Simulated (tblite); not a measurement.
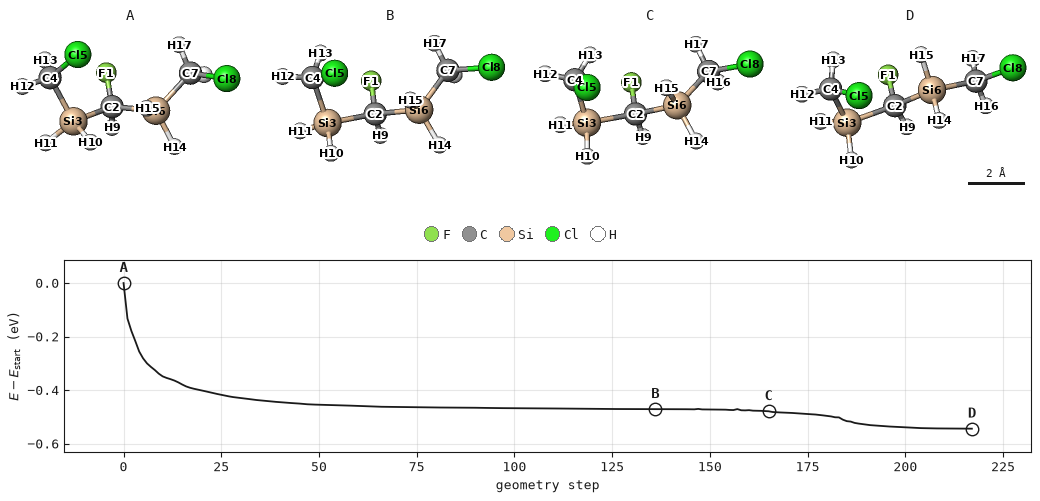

Frames of a relaxation of C$_{3}$H$_{9}$Cl$_{2}$FSi$_{2}$, marked on the history of the run. Style: ball-and-stick. Shown at a tilt.

All numbers below come from GFN2-xTB geometry optimisation, gas phase in tblite 0.8.0. 

> Describe the path.

Over 217 geometry steps the energy falls by 0.544 eV. The largest move after the best rigid fit is that of H15, 1.98 Å. By element the largest moves are H 1.98 Å, Cl 1.57 Å, Si 0.86 Å, C 0.52 Å, F 0.19 Å. Near-neighbour distances that change, for instance: Si3–Si6 2.987 → 3.320 Å, C2–Si6 1.851 → 1.926 Å, Si6–C7 1.855 → 1.912 Å, F1–C2 1.361 → 1.406 Å. Among the angles between lasting bonds that change: Si3–C2–Si6 106.7° → 119.6°, C2–Si6–C7 114.6° → 105.0°, F1–C2–Si6 114.4° → 106.4°. Groups turn about C2–Si3 by about 50°, C2–Si6 by about 50°. From step 0 to 136: H10 moves most (0.87 Å), energy −0.471 eV. From step 136 to 165: Cl5 moves most (0.62 Å), energy −0.008 eV. From step 165 to 217: H15 moves most (1.26 Å), energy −0.065 eV.
